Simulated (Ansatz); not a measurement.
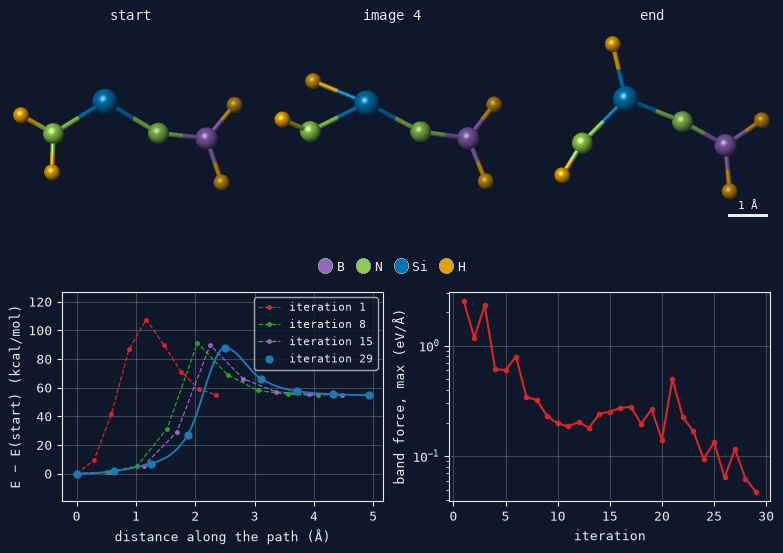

NEB run on BSiN2H4 (charge +1). Images are numbered from 0 (start) to 8 (end). The plot follows the band through its iterations. The picture is a ball-and-stick view, seen at a tilt.

Level of theory: UKS PBE0/6-31G in Ansatz. Settings: 7 movable images; climbing image; force threshold 0.05 eV/Å; iteration limit 53; starting path by straight interpolation.

Did the band converge, and can the barrier be trusted?

The run is converged, with reservations. The band converged in 29 iterations. The largest component of the band force went from 2.5 to 0.048 eV/Å. The climbing image converged on the top of the path. Its curvatures weren't checked. The straight starting path can push atoms close together and costs iterations. The first iteration put the highest image at 107.7 kcal/mol. The energy climbs by 88.0 kcal/mol to image 4 and then falls by 33.1 kcal/mol, so the end point sits at +54.9 kcal/mol.

The run took 19 min on 1 thread of Arm Neoverse N1, on a shared host, peak memory 0.17 GiB.
